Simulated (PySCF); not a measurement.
Potential energy curve for SMILES [SeH2] (H2Se), singlet. The Se1–H3 bond (Se1 also carries H; H3 carries nothing else) is pulled apart rigidly from the PBE0/def2-TZVP optimised geometry.

Methods: RKS-BHandHLYP = restricted BHandHLYP/cc-pVTZ in PySCF; UKS-BHandHLYP = unrestricted BHandHLYP/cc-pVTZ (PySCF); UHF/cc-pVTZ (PySCF).

Magnitude of the dipole moment (D; its direction can reverse along the curve, and a method can change to another solution) and Mulliken charge of the fragment that holds Se1:

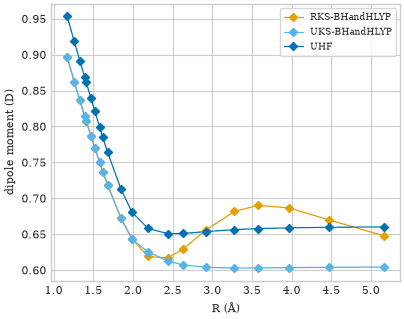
Fig. 1. Dipole moment against bond length.

```json
[
 {"R / Å": "1.17", "μ RKS-BHandHLYP": "0.90", "q RKS-BHandHLYP": "-0.09", "μ UKS-BHandHLYP": "0.90", "q UKS-BHandHLYP": "-0.09", "μ UHF": "0.95", "q UHF": "-0.07"},
 {"R / Å": "1.26", "μ RKS-BHandHLYP": "0.86", "q RKS-BHandHLYP": "-0.09", "μ UKS-BHandHLYP": "0.86", "q UKS-BHandHLYP": "-0.09", "μ UHF": "0.92", "q UHF": "-0.07"},
 {"R / Å": "1.33", "μ RKS-BHandHLYP": "0.84", "q RKS-BHandHLYP": "-0.08", "μ UKS-BHandHLYP": "0.84", "q UKS-BHandHLYP": "-0.08", "μ UHF": "0.89", "q UHF": "-0.06"},
 {"R / Å": "1.39", "μ RKS-BHandHLYP": "0.81", "q RKS-BHandHLYP": "-0.07", "μ UKS-BHandHLYP": "0.81", "q UKS-BHandHLYP": "-0.07", "μ UHF": "0.87", "q UHF": "-0.06"},
 {"R / Å": "1.41", "μ RKS-BHandHLYP": "0.81", "q RKS-BHandHLYP": "-0.06", "μ UKS-BHandHLYP": "0.81", "q UKS-BHandHLYP": "-0.06", "μ UHF": "0.86", "q UHF": "-0.06"},
 {"R / Å": "1.47", "μ RKS-BHandHLYP": "0.79", "q RKS-BHandHLYP": "-0.06", "μ UKS-BHandHLYP": "0.79", "q UKS-BHandHLYP": "-0.06", "μ UHF": "0.84", "q UHF": "-0.05"},
 {"R / Å": "1.52", "μ RKS-BHandHLYP": "0.77", "q RKS-BHandHLYP": "-0.05", "μ UKS-BHandHLYP": "0.77", "q UKS-BHandHLYP": "-0.05", "μ UHF": "0.82", "q UHF": "-0.05"},
 {"R / Å": "1.58", "μ RKS-BHandHLYP": "0.75", "q RKS-BHandHLYP": "-0.05", "μ UKS-BHandHLYP": "0.75", "q UKS-BHandHLYP": "-0.05", "μ UHF": "0.80", "q UHF": "-0.05"},
 {"R / Å": "1.62", "μ RKS-BHandHLYP": "0.74", "q RKS-BHandHLYP": "-0.05", "μ UKS-BHandHLYP": "0.74", "q UKS-BHandHLYP": "-0.05", "μ UHF": "0.79", "q UHF": "-0.05"},
 {"R / Å": "1.68", "μ RKS-BHandHLYP": "0.72", "q RKS-BHandHLYP": "-0.05", "μ UKS-BHandHLYP": "0.72", "q UKS-BHandHLYP": "-0.05", "μ UHF": "0.76", "q UHF": "-0.05"},
 {"R / Å": "1.85", "μ RKS-BHandHLYP": "0.67", "q RKS-BHandHLYP": "-0.05", "μ UKS-BHandHLYP": "0.67", "q UKS-BHandHLYP": "-0.05", "μ UHF": "0.71", "q UHF": "-0.04"},
 {"R / Å": "1.99", "μ RKS-BHandHLYP": "0.64", "q RKS-BHandHLYP": "-0.04", "μ UKS-BHandHLYP": "0.64", "q UKS-BHandHLYP": "-0.04", "μ UHF": "0.68", "q UHF": "-0.03"},
 {"R / Å": "2.19", "μ RKS-BHandHLYP": "0.62", "q RKS-BHandHLYP": "-0.03", "μ UKS-BHandHLYP": "0.63", "q UKS-BHandHLYP": "-0.04", "μ UHF": "0.66", "q UHF": "-0.02"},
 {"R / Å": "2.44", "μ RKS-BHandHLYP": "0.62", "q RKS-BHandHLYP": "-0.02", "μ UKS-BHandHLYP": "0.61", "q UKS-BHandHLYP": "-0.03", "μ UHF": "0.65", "q UHF": "-0.01"},
 {"R / Å": "2.63", "μ RKS-BHandHLYP": "0.63", "q RKS-BHandHLYP": "-0.02", "μ UKS-BHandHLYP": "0.61", "q UKS-BHandHLYP": "-0.02", "μ UHF": "0.65", "q UHF": "-0.01"},
 {"R / Å": "2.92", "μ RKS-BHandHLYP": "0.66", "q RKS-BHandHLYP": "-0.01", "μ UKS-BHandHLYP": "0.60", "q UKS-BHandHLYP": "-0.01", "μ UHF": "0.65", "q UHF": "0.00"},
 {"R / Å": "3.28", "μ RKS-BHandHLYP": "0.68", "q RKS-BHandHLYP": "0.00", "μ UKS-BHandHLYP": "0.60", "q UKS-BHandHLYP": "-0.01", "μ UHF": "0.66", "q UHF": "0.00"},
 {"R / Å": "3.58", "μ RKS-BHandHLYP": "0.69", "q RKS-BHandHLYP": "0.00", "μ UKS-BHandHLYP": "0.60", "q UKS-BHandHLYP": "0.00", "μ UHF": "0.66", "q UHF": "0.00"},
 {"R / Å": "3.97", "μ RKS-BHandHLYP": "0.69", "q RKS-BHandHLYP": "0.00", "μ UKS-BHandHLYP": "0.60", "q UKS-BHandHLYP": "0.00", "μ UHF": "0.66", "q UHF": "0.00"},
 {"R / Å": "4.47", "μ RKS-BHandHLYP": "0.67", "q RKS-BHandHLYP": "0.00", "μ UKS-BHandHLYP": "0.60", "q UKS-BHandHLYP": "0.00", "μ UHF": "0.66", "q UHF": "0.00"},
 {"R / Å": "5.17", "μ RKS-BHandHLYP": "0.65", "q RKS-BHandHLYP": "0.00", "μ UKS-BHandHLYP": "0.60", "q UKS-BHandHLYP": "0.00", "μ UHF": "0.66", "q UHF": "0.00"}
]
```

The restricted form behind RKS-BHandHLYP keeps the bonding electrons paired and can't separate into open-shell fragments. The unrestricted determinant behind UKS-BHandHLYP is spin-contaminated at 2.19 to 5.17 Å (<S²> up to 1.0, against 0.00 for a pure singlet). The unrestricted determinant behind UHF is spin-contaminated at 1.99 to 5.17 Å (<S²> up to 1.0, against 0.00 for a pure singlet).
